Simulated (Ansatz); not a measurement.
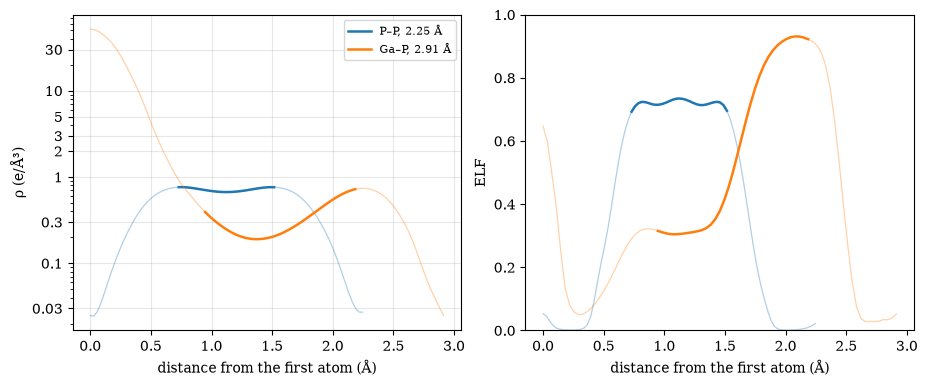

*GaP4. Valence charge density (pseudo) and electron localisation function along straight lines between neighbouring atoms. Thin, pale parts lie inside the atomic spheres.*

Space group F-43m; a structure generated by program, which may or may not match a known phase; computed without spin polarisation.

These are results of DFT PBE, scalar-relativistic, plane waves, PAW (Ansatz), not measurements.

The density is the valence pseudo-density of a PAW calculation; it isn't the true density close to the nuclei.

> What can be read from the curves?

P–P (2.25 Å): ρ at the midpoint is about 0.67 e/Å³; the ELF peaks at about 0.75 between the atoms.
Ga–P (2.91 Å): ρ is about 0.2 e/Å³ halfway; the ELF peaks at about 0.95 in the valence shell of P, 0.8 Å from its nucleus, and drops to about 0.30 between the two atoms.
